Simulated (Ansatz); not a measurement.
## Electronic structure of H₆NOSi···F in real space

Input

```
crystal:
  periodic: [false, false, false]
  atoms:
    - {symbol: Si, position_ang: [-0.506303, -0.032933, -0.064616]}
    - {symbol: F, position_ang: [1.062267, -1.159077, -0.531147]}
    - {symbol: H, position_ang: [-1.266225, -0.987282, -0.903232]}
    - {symbol: H, position_ang: [-1.452324, 1.122510, 0.095731]}
    - {symbol: N, position_ang: [-0.081445, -0.280355, 1.548847]}
    - {symbol: H, position_ang: [1.185169, -0.071360, -1.156516]}
    - {symbol: O, position_ang: [0.650237, 0.896649, -1.142468]}
    - {symbol: H, position_ang: [0.590821, -0.966629, 1.842528]}
    - {symbol: H, position_ang: [-0.474502, 0.270865, 2.290079]}
    - {symbol: H, position_ang: [0.292106, 1.207512, -1.979307]}
basis:
  gaussian: {orbitals: def2-TZVPP}
hamiltonian: {xc: pbe0, dispersion: d4}
output: {orbitals: {seedname: orbitals}}
```

Run with:

```sh
ansatz run in.yaml --threads 4 --pin off --events-out ev --progress --plain --max-ram 9574MiB
```

A transition-state structure; geometry: PBE0-D4/def2-TZVP.

The calculation used RKS PBE0-D4/def2-TZVPP (Ansatz).

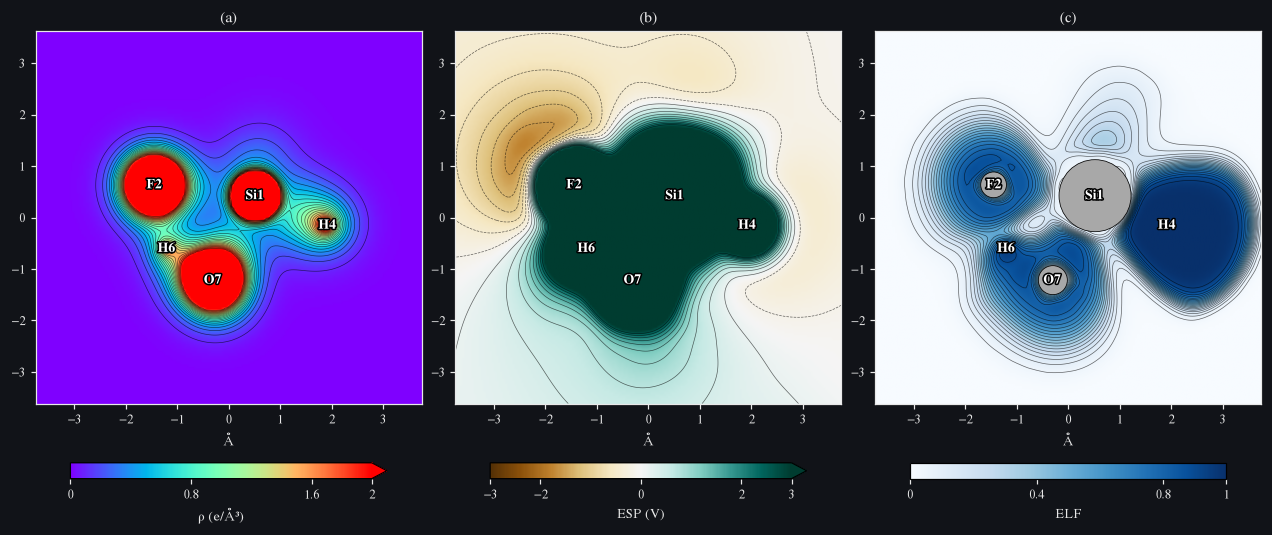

Figure 1. (a) total electron density; (b) molecular electrostatic potential; (c) electron localisation function on the plane of atoms Si1, O7 and H6. Grey discs cover the atomic cores in the ELF map.

Describe what can be read from this map.

The plane passes through Si, F, H and O nuclei.
F2···H6 (1.26 Å): the density falls to about 0.92 e/Å³ on the way; the ELF peaks at about 0.85 between the atoms.
Si–O (1.83 Å): ρ at the midpoint is about 0.78 e/Å³; the ELF peaks at about 0.90 between the atoms: a polar covalent bond.
Si–H (1.50 Å): ρ at the midpoint is about 0.81 e/Å³; the ELF climbs to about 1 towards the hydrogen, as it does in any bond to H.
Outside the dense part of the complex the potential is most negative (−1.8 V) near F2.

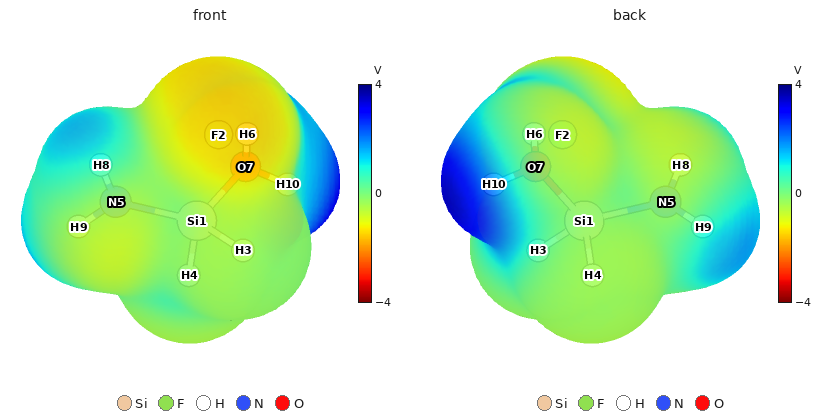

Figure 2. The molecular electrostatic potential painted on the density surface at 0.002 e/bohr³, seen from the front and from behind; the colour scale runs from red (negative) to blue (positive).

Where is the surface potential most negative and most positive?

The most negative region (about −1.5 V) lies over F2, the most positive (about +3.4 V) over H10.

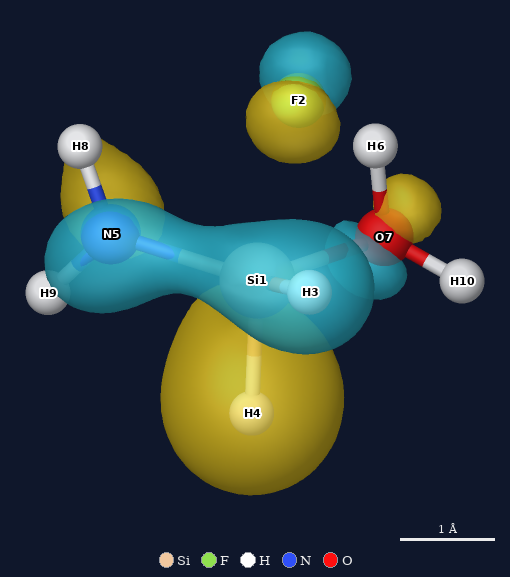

Figure 3. The HOMO−1 at ±0.15 Å⁻³ᐟ² (yellow and cyan are the two phases), seen across its widest extent.

Where does this orbital lie, and at what energy?

Its weight (Hirshfeld) is mainly on Si1 (about 30 %), H4 (about 25 %), N5 (about 15 %), H3 (about 10 %) and F2 (about 10 %). Its energy is −8.39 eV.
